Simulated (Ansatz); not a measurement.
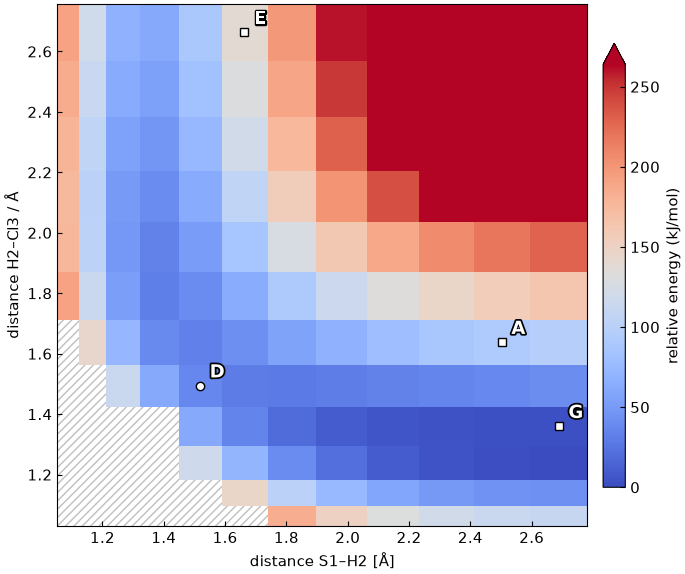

The system S + HCl, spin multiplicity 3. The first coordinate is: distance S1–H2; the second: distance H2–Cl3. Nothing is relaxed (the angle S1–H2–Cl3 is fixed at 120 degrees). Grid: 12 × 12 points. At 22 points there is no value. Points are written as (first, second). Energies: kJ/mol, counted from the lowest grid point. In part of the range the unrestricted reference is strongly spin-contaminated. Level of theory: UKS PBE0-D4/aug-cc-pVTZ in Ansatz 0.2.0.

The picture shows one coloured cell a grid point, one colour for all values above the top of the scale, hatched blanks where no value was computed, lettered points.

Is D the lowest point of the computed grid?

No. D lies 37 kJ/mol above the lowest grid point, which is at (2.688 Å, 1.238 Å).

Rank the lettered points by energy, lowest first.

G (2.9 kJ/mol), D (37 kJ/mol), A (93 kJ/mol), E (138 kJ/mol).
